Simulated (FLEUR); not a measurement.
Band structure of SiC (P6_3mc, 4 atoms in the cell).

```xyz
4
Lattice="3.0206 0.0000 0.0000 -1.5103 2.6160 0.0000 0.0000 0.0000 4.9585" Properties=species:S:1:pos:R:3 pbc="T T T"
Si     0.0000     1.7440     2.4773
Si     1.5103     0.8720     4.9565
C      0.0000     1.7440     4.3406
C      1.5103     0.8720     1.8614
```

Level of theory: FLEUR with PBE, all-electron FLAPW (FLEUR), scalar-relativistic valence.

Settings: Kmax = 4.6 1/bohr; GmaxXC = 13.8 1/bohr; xcFunctional = pbe; jspins = 1; l_soc = F; mode = hist; fermiSmearingEnergy = 0.0001 Htr; mesh (inpgen div1-3) = 13 13 7; inpgen gamma flag = false; Gmax = 13.8 1/bohr; numbands = 0; maxIterBroyd = 15; imix = Anderson; alpha = 0.05.

The starting cell comes from a database of computed structures (which also holds hypothetical and non-ambient phases and stackings), without a prior relaxation at this level. Its lattice was rescaled by a random factor within 2.5 % of one. Values depend on the basis (sphere radii, cutoffs, local orbitals), which need not be converged.

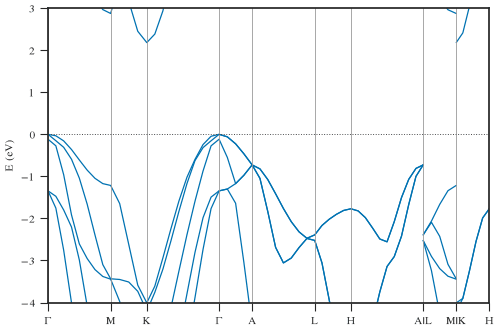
*Bands along the path, energies from the Fermi level.*

Levels in eV from the Fermi level, bands 5 to 12:
```
point      5      6      7      8     9    10    11    12
-----  -----  -----  -----  -----  ----  ----  ----  ----
Γ      -1.34  -0.12   0.00   0.00  5.27  6.77  7.00  7.00
M      -5.63  -3.44  -3.44  -1.22  2.87  4.28  7.30  7.35
K      -6.31  -4.21  -4.21  -4.01  2.18  8.38  9.13  9.13
A      -0.73  -0.73  -0.73  -0.73  6.37  6.37  7.65  7.65
L      -2.52  -2.52  -2.39  -2.39  3.40  3.40  5.50  5.50
H      -5.92  -5.92  -1.77  -1.77  5.34  5.34  6.12  6.12
```
